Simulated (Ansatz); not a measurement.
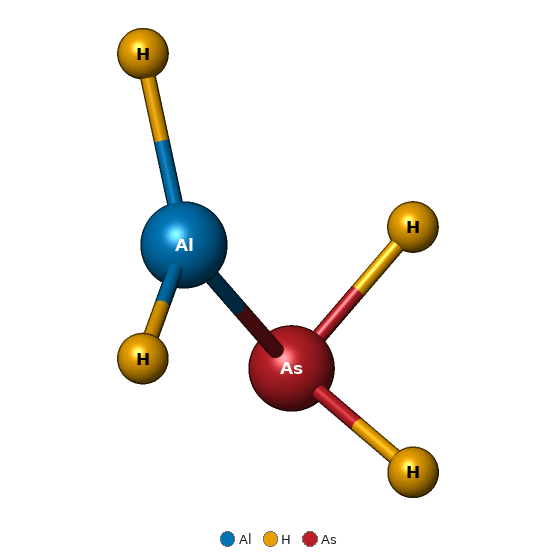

Harmonic vibrations computed with RKS PBE0-D4/def2-TZVP (Ansatz 0.2.0) at a stationary point of the same level.

### How many imaginary frequencies does it have?

A minimum: no imaginary frequency, and the lowest mode lies at 166 cm⁻¹.

### How many vibrational modes are there, and where do they lie?

12 modes: 166, 338, 351, 387, 601, 609, 773, 980, 1915, 1929, 2206, 2220 cm⁻¹.
